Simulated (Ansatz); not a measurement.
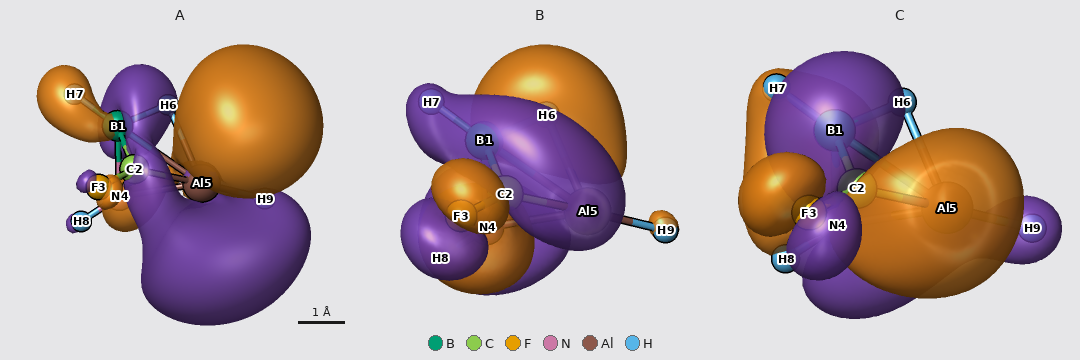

CH$_{4}$AlBFN. Three frontier orbitals at ±0.06 Å⁻³ᐟ² (orange and purple are the two phases), in no order.

Geometry: PBE0-D4/def2-TZVP.

Theory: RKS PBE0-D4/def2-TZVPP in Ansatz.

The calculation's input:

```
crystal:
  periodic: [false, false, false]
  atoms:
    - {symbol: B, position_ang: [-0.075045, 0.473086, 0.863666]}
    - {symbol: C, position_ang: [0.775083, -0.658706, 0.204319]}
    - {symbol: F, position_ang: [1.156215, -1.823902, 0.739859]}
    - {symbol: N, position_ang: [-0.767865, -0.493787, -0.148762]}
    - {symbol: Al, position_ang: [0.376230, 0.365402, -1.311338]}
    - {symbol: H, position_ang: [0.136698, 1.566361, 0.205336]}
    - {symbol: H, position_ang: [-0.445602, 0.652647, 1.979406]}
    - {symbol: H, position_ang: [-1.400247, -1.218296, 0.146082]}
    - {symbol: H, position_ang: [0.333030, 1.090996, -2.695568]}
basis:
  gaussian: {orbitals: def2-TZVPP}
hamiltonian: {xc: pbe0, dispersion: d4}
output: {orbitals: {seedname: orbitals}}
```

Launched as:

```sh
ansatz run in.yaml --threads 2 --pin off --events-out ev --progress --plain --max-ram 4352MiB
```

> Order the three orbitals by energy and name them.

B is the HOMO−1 (−7.71 eV). By Hirshfeld shares it lies mainly on N4 (about 30 %), C2 (about 25 %), F3 (about 10 %), H6 (about 10 %) and B1 (about 10 %). C is the HOMO (−6.32 eV). It lies mainly on C2 (about 35 %), Al5 (about 15 %), B1 (about 15 %), N4 (about 15 %) and F3 (about 10 %). A is the LUMO (−0.67 eV). By Hirshfeld shares it lies mainly on Al5 (about 65 %), H9 (about 10 %) and B1 (about 5 %).

> What is the HOMO–LUMO gap?

5.65 eV between the orbital energies.
